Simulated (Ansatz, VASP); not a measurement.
**CeO2 (Cerianite): VASP beside Ansatz**

Aim: how closely do two programs agree when they are given the same cell, functional and k mesh?

Calculated with Ansatz 0.2.0; plane waves, with VASP 6.6.1 beside it; zone-centre phonons at LDA, DFT+U and zone-centre phonons at PBE, DFT+U.

In doubt: the elements are of a kind flagged for part-filled d or f shells, though by formal charges that shell is empty here, so the flag may not apply; the elements are of a kind flagged for part-filled d or f shells, though by formal charges that shell is empty here, so the flag may not apply.

## (1) Set-up

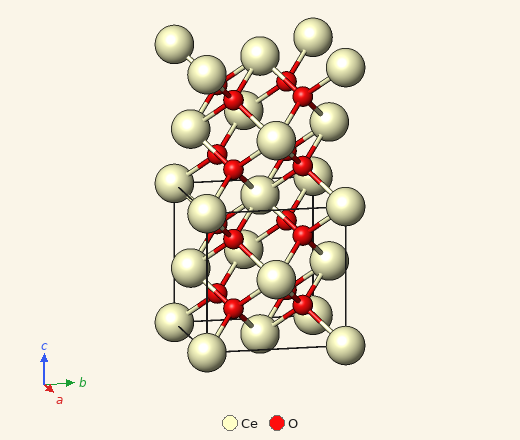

Start, viewed slightly off an axis; cerium light yellow, oxygen red. 1×1×2 cells are drawn. This picture shows the conventional cell, with its axes. Some periodic images of atoms are drawn too.

Coordinates:

```cif
data_structure
_symmetry_space_group_name_H-M 'Fm-3m'
_symmetry_Int_Tables_number 225
_cell_length_a 5.4110
_cell_length_b 5.4110
_cell_length_c 5.4110
_cell_angle_alpha 90.000
_cell_angle_beta 90.000
_cell_angle_gamma 90.000
_cell_volume 158.43
loop_
_atom_site_label
_atom_site_type_symbol
_atom_site_symmetry_multiplicity
_atom_site_Wyckoff_symbol
_atom_site_fract_x
_atom_site_fract_y
_atom_site_fract_z
_atom_site_occupancy
Ce1 Ce 4 a 0.00000 0.00000 0.00000 1
O1 O 8 c 0.25000 0.25000 0.75000 1
```

## (2) Ansatz: zone-centre phonons, LDA, DFT+U

Ansatz runs on its default PAW (the set named soft_2) files.

Second derivatives magnify differences that forces hide, and they need a tight electronic threshold.

Input file input.yaml:

```yaml
crystal:
  lattice:
    - [0.0, 2.7055, 2.7055]
    - [2.7055, 0.0, 2.7055]
    - [2.7055, 2.7055, 0.0]
  atoms:
    - { symbol: Ce, position: [0.0, 0.0, 0.0], spin: 1.0 }
    - { symbol: O, position: [0.75, 0.75, 0.75] }
    - { symbol: O, position: [0.25, 0.25, 0.25] }
hamiltonian:
  xc: lda
  pseudopotentials: { kind: paw }
  hubbard: { sites: [{ species: Ce, l: f, u_eff: 6.0 }] }
magnetization:
  spin_polarized: true
kpoints:
  mp_grid: { grid: [10, 10, 10] }
scf:
  occupations: { method: gaussian, width: 0.03 }
phonons:
  method: dfpt
  qpoints: [[0, 0, 0]]
```

On the command line:

```console
$ ansatz run input.yaml --threads 4 --pin off --max-ram 9216MiB --backend cpu --events-out ev --progress --plain --runs-dir out
```

Numbers of over 12 decimals in the logs are rounded to 6 here.

The log of the run:

```text
Ce: projections on atomic orbitals take those of the free atom [Kr 4d10] 4f1 5s2 5p6 5d1 6s2, of charge +0.00 (hamiltonian.pseudopotentials.projection_atoms); the dataset's partial waves leave at most 1.4e-5 of an orbital's norm unspanned inside its sphere
O: projections on atomic orbitals take those of the free atom [He] 2s2 2p4, of charge +0.00 (hamiltonian.pseudopotentials.projection_atoms); the dataset's partial waves leave at most 1.9e-8 of an orbital's norm unspanned inside its sphere
band count auto-derived: 22, from the close of a first SCF at 17 (N_el = 24.0; filled up to band 12; 17 by the electrons, moments and atoms)
Engine: ansatz 0.2.0, aarch64-unknown-linux-gnu
Pseudopotentials: kind: paw
Pseudopotential: Ce, paw, valence charge 12, recommended cutoff 420 eV (normal), Ce.paw.azcp
Pseudopotential: O, paw, valence charge 6, recommended cutoff 420 eV (normal), O.paw.azcp
Functional definition: SPW92
  exchange = slater_x
  correlation = pw_c
Crystal: 3 atoms, lattice volume = 39.607 Å³
Basis set: ecut = 420 eV, 749 PW (Γ), exchange–correlation on 54×54×54 points (8 copies of the dense FFT grid, shifted against one another)
Bands: 26, of which v1, the nominal top of the filled ones, is band 12 counted from 1 (11 counted from 0)
Symmetry: 48 space group operations
Space group: Fm-3m (ITA 225), of the structure as read, at distance tolerance 3.4e-5 Å
Magnetic group: BNS 225.116 (UNI 1618), of the structure as read, at distance tolerance 3.4e-5 Å
k-points: 47 of 1000
Non-local potential: Ce, projectors of the file, l = 0: 3, l = 1: 2, l = 2: 2, l = 3: 3
Non-local potential: O, projectors of the file, l = 0: 2, l = 1: 2, l = 2: 1
PAW form: soft (Blöchl's): semilocal exchange-correlation on the pseudo side does not see the compensation charge
PAW frozen core: Ce, regenerated for the run's functional, and the local potential with it (the file was generated under x = pbe(κ = 0.804, μ = 0.219515), c = pbe(β = 0.066725))
PAW frozen core: O, regenerated for the run's functional, and the local potential with it (the file was generated under x = pbe(κ = 0.804, μ = 0.219515), c = pbe(β = 0.066725))
PAW one-centre angular grid: Ce, 590 points (default); XC on 64 Gauss nodes
PAW one-centre angular grid: O, 110 points (default); XC on 64 Gauss nodes
Initial density: superposition of atomic densities (chi_scale 0.1, normalization cell, long waves kept (reshape's long-wave potential 0.00 eV rms))
Initial wavefunctions: pseudopotential atomic-orbital guess
Functional: x = slater, c = lda
Initial density: handed on by an earlier stage of this run
SCF 1 converged in 10 iterations: F = -7511.354431 eV  dr2 = 9.30e-10
  greatest PAW one-centre occupation: 0.996 electrons in one spin orbital (limit 2), on the Ce atom at site 0 (counted from 0), in its partial waves of l = 0
band count auto-derived: 22, from the close of a first SCF at 16 (N_el = 24.0; filled up to band 12; 16 by the electrons, moments and atoms)
Bands: 22, of which v1, the nominal top of the filled ones, is band 12 counted from 1 (11 counted from 0)
k-points: 171 of 1000 (irreducible under 4 space group operations, time reversal used)
Initial density: read from a saved state, or passed on in memory by an earlier SCF of this step, an earlier step, the calling program or the single point that the run made first
Stability of the state it starts from, as read at its close in the collinear treatment: not read negative (a value of 1 − χ₀K of 0.53, by a stability probe under the symmetry group of the SCF that read it); nothing settles its magnetic order
iter 1 solved again at ethr=9.14e-8 eV; its pass at ethr=3.10e-3 eV (dr2=2.19e-5 eV) is discarded
SCF iter   1: F=—  HF=-7511.354429 eV  |F-HF|=—  |Δ(HF+E_count)|=         —  Δρ=1.46e-6 (↑1.46e-6 ↓1.46e-6)  dr2=1.04e-9  dr2_m=0.00e0  M=0.000 μB ∫|m|=0.000 μB  β_m=0.30  ethr=9.14e-8  ⟨swp⟩=3.1  Hψ=28794  notcnv=0
eigensolver tolerance schedule: the retry pair's looser diagonalisation over-reported the residual by 21168.97 of it (diagonalisation noise at 1.66 of the residual, at the tolerance the schedule requests for it); recorded, not acted on — ethr = c·dr2/N_el stays at c = 1.0e-1
preconditioner: auto → none  [insulator: Δε(μ)=2.494 eV  Ē_g=12.214 eV  σ=0.030 eV  W_gap=1.00  n_scr=14 (ndim 8)  ℏωp=27.7 eV  f_vac=0.032  D(μ)=0.00/eV (n_scr^D=0)  ε∞_Penn≈6.1]
SCF iter   2: F=—  HF=-7511.354431 eV  |F-HF|=—  |Δ(HF+E_count)|=   1.24e-6  Δρ=6.99e-7 (↑6.99e-7 ↓6.99e-7)  dr2=3.78e-10  dr2_m=0.00e0  M=0.000 μB ∫|m|=0.000 μB  β_m=0.40  ethr=4.32e-12  ⟨swp⟩=3.7  Hψ=8232  notcnv=0
SCF iter   3: F=—  HF=-7511.354431 eV  |F-HF|=—  |Δ(HF+E_count)|=  1.07e-10  Δρ=5.93e-7 (↑5.93e-7 ↓5.93e-7)  dr2=3.46e-10  dr2_m=0.00e0  M=0.000 μB ∫|m|=0.000 μB  β_m=0.39  ethr=1.57e-12  ⟨swp⟩=2.1  Hψ=5061  notcnv=0
SCF iter   4: F=-7511.354431 eV  HF=-7511.354431 eV  |F-HF|=1.09e-11  |Δ(HF+E_count)|=  6.91e-11  Δρ=1.02e-7 (↑1.02e-7 ↓1.02e-7)  dr2=8.67e-12  dr2_m=0.00e0  M=0.000 μB ∫|m|=0.000 μB  ethr=1.00e-12  ⟨swp⟩=4.9  Hψ=16641  notcnv=0
SCF 2 converged in 4 iterations: F = -7511.354431 eV  dr2 = 8.67e-12
NSCF: frozen V_eff on 47 k-points
NSCF: frozen V_eff on 47 k-points
DFPT response loops at q = (0, 0, 0) (fractional): preconditioner auto → none (the input reference at scf.mixing.eps_inf says where Resta's filter doesn't serve); β = 0.30; Anderson in place of MSR1
SCF converged after 4 iterations
Magnetization: 0.0000 μB (12.0000 up, 12.0000 down)
Absolute magnetization: 0.0000 μB (∫|ρ↑−ρ↓|)
Spin contamination: 0.0000 ħ² per cell (⟨S²⟩ above its minimum at these occupations)
Per-site moments (μB) at R_I (Å): [(0.0, 0.966501), (0.0, 0.966501), (0.0, 0.966501)]
Free energy (F): -7511.354431 eV
Harris-Foulkes:  -7511.354431 eV  (|F-HF|=1.09e-11)
Internal energy: -7511.354431 eV  (E = F + TS)
E sigma→0 (E₀):  -7511.354431 eV
Fermi energy:    12.435972 eV
--- Per-component energies (eV) ---
  E_band       = 22.239586
  E_kinetic    = 746.305734
  E_local      = -916.139438  (includes V_loc(G=0)·N_el)
  E_nonlocal   = 23.807720
  E_hartree    = 323.335404
  E_xc         = -379.585830
  E_vxc        = -450.174981  (∫ρ·V_xc dr)
  E_hubbard    = 1.882762  (on-site DFT+U / exact-exchange correction)
  E_vhub       = 1.733645  (the Hubbard potential's part of the band-sum identity)
  E_paw        = -5582.162508  (= ΣΔE_a)
  E_vpaw       = -29.968980  (= ΣTr[D̂ρ^β])
  E_aug_tail   = 0.004996  (compensation charges beyond the density's cutoff)
  E_ewald      = -1729.432463
  E_core_change = 0.629193  (= ΣΔE_core)
  E_smearing   = -0.000000  (= −TS)
  E_closure    = 0.000000  (closes the sum)
  Σ components = -7511.354431   (vs F -7511.354431, Δ=0.00e0)
--- Band table (eV; the first three rows and the last of 342) ---
  k-point 0 ↑: bands = [... 8 lower, 7.0930, 10.7900, 10.7900, 10.7900, 13.6994, 14.1232, 14.1232, 14.1232, ... 6 higher]
  k-point 1 ↑: bands = [... 8 lower, 7.3640, 10.6596, 10.7175, 10.7175, 13.7110, 14.1116, 14.1116, 14.1239, ... 6 higher]
  k-point 2 ↑: bands = [... 8 lower, 8.0650, 10.3725, 10.5625, 10.5625, 13.7462, 14.0687, 14.0687, 14.1257, ... 6 higher]
  k-point 170 ↓: bands = [... 8 lower, 9.6423, 10.0985, 10.5105, 10.7194, 13.7956, 13.9375, 13.9574, 14.1206, ... 6 higher]
Occupation matrices written to <dir>
--- Phonons (Γ-DFPT): 2 representative perturbations + reference (Σ response iterations 13) ---
  ASR residual: 1.398e-4 → 0.000e0 eV/Å²; symmetrization residual: 8.697e-7 eV/Å²
  ASR residual per site (eV/Å²): 1.40e-4 7.99e-5 7.99e-5
  Γ frequencies (cm⁻¹): 0.00 0.00 0.00 278.48 278.48 278.48 448.06 448.06 448.06
  non-analytic LO–TO correction: not included (Born effective charges unavailable; polar crystals: no LO–TO splitting at Γ)
--- Phonons (arbitrary-q DFPT): 1 explicit q-point ---
  q = [0, 0, 0] (of the zone-centre solve; hermiticity 2.24e-7, symmetrization 1.91e-13): -0.00 0.00 0.00 278.48 278.48 278.48 448.06 448.06 448.06
  sum rule: each row above includes the acoustic sum rule's correction from the zone centre's row sums; it moved no ω² by more than (1.17 cm⁻¹)²
```

Wall time 44 s (4 threads of Arm Neoverse V1, shared host); peak memory 1 GiB; 2.4 min of CPU time.

Reading the cycles: dr2 is the Hartree energy of the density residual (eV), the measure of convergence; HF is the Harris–Foulkes estimate of the energy, which meets the free energy F at convergence.

[end of part 1 of 3]

[Lines on the potential files, build, host, timing and source positions are cut from VASP's logs without a mark.]

[Logs are printed without paths, hosts, clocks, repeated set-up lines and the standing remarks that a program may print on its own settings, such as how far it seeks lower states.]

[Hosts, paths, dates, database ids (printed as entryN), source tags and the programs' standing remarks are cut or masked in the printed files.]
